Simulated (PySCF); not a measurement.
```json
{"atom": "C", "x (Å)": "-1.6404", "y (Å)": "-0.6507", "z (Å)": "-1.2531"}
{"atom": "C", "x (Å)": "-1.1638", "y (Å)": "-0.0293", "z (Å)": "-0.1839"}
{"atom": "C", "x (Å)": "-1.3396", "y (Å)": "1.4439", "z (Å)": "0.0831"}
{"atom": "Al", "x (Å)": "0.5864", "y (Å)": "1.7609", "z (Å)": "0.5362"}
{"atom": "C", "x (Å)": "1.1388", "y (Å)": "-0.1607", "z (Å)": "0.7915"}
{"atom": "C", "x (Å)": "1.9074", "y (Å)": "-0.7669", "z (Å)": "-0.3939"}
{"atom": "C", "x (Å)": "-0.3071", "y (Å)": "-0.7289", "z (Å)": "0.8431"}
{"atom": "H", "x (Å)": "-2.2311", "y (Å)": "-0.1413", "z (Å)": "-1.9972"}
{"atom": "H", "x (Å)": "-1.4693", "y (Å)": "-1.7016", "z (Å)": "-1.4213"}
{"atom": "H", "x (Å)": "-1.9906", "y (Å)": "1.5667", "z (Å)": "0.9617"}
{"atom": "H", "x (Å)": "-1.8452", "y (Å)": "1.9380", "z (Å)": "-0.7504"}
{"atom": "H", "x (Å)": "1.4317", "y (Å)": "3.0455", "z (Å)": "0.6274"}
{"atom": "H", "x (Å)": "1.6570", "y (Å)": "-0.4773", "z (Å)": "1.7075"}
{"atom": "H", "x (Å)": "2.9064", "y (Å)": "-0.3379", "z (Å)": "-0.4660"}
{"atom": "H", "x (Å)": "2.0070", "y (Å)": "-1.8482", "z (Å)": "-0.2837"}
{"atom": "H", "x (Å)": "1.3835", "y (Å)": "-0.5670", "z (Å)": "-1.3289"}
{"atom": "H", "x (Å)": "-0.3155", "y (Å)": "-1.8093", "z (Å)": "0.6790"}
{"atom": "H", "x (Å)": "-0.7244", "y (Å)": "-0.5297", "z (Å)": "1.8373"}
```

Geometry: GFN2-xTB.

Method: PBE0/pcSseg-1, SCF density, gas phase, non-relativistic (PySCF 2.14.0).

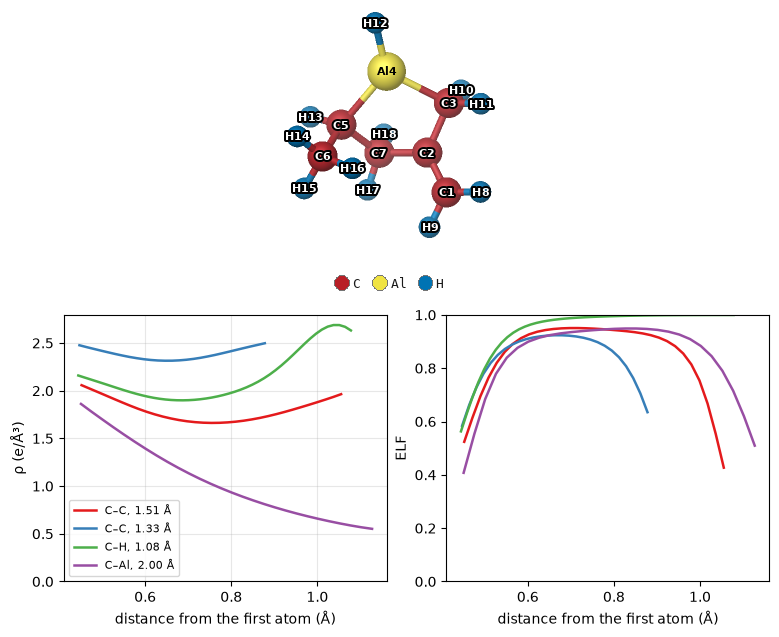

C6H11Al (SMILES C=C1[CH2][AlH][C@H](C)C1). Electron density and electron localisation function along straight lines between neighbouring atoms. The curves leave out the atomic cores. The structure is drawn too.

Compare the contacts.

C–C (1.51 Å): ρ at the midpoint is about 1.7 e/Å³; the ELF peaks at about 0.95 between the atoms: localised, covalent bonding.
C–C (1.33 Å): ρ is about 2.3 e/Å³ halfway; the ELF peaks at about 0.90 between the atoms (a multiple bond).
C–H (1.08 Å): ρ at the midpoint is about 2 e/Å³; the ELF climbs to about 1 towards the hydrogen, as it does in any bond to H: an ordinary covalent bond to hydrogen.
C–Al (2.00 Å): the density is about 0.66 e/Å³ at the midpoint; the ELF peaks at about 0.95 between the atoms, as expected for a shared but strongly polarised pair.
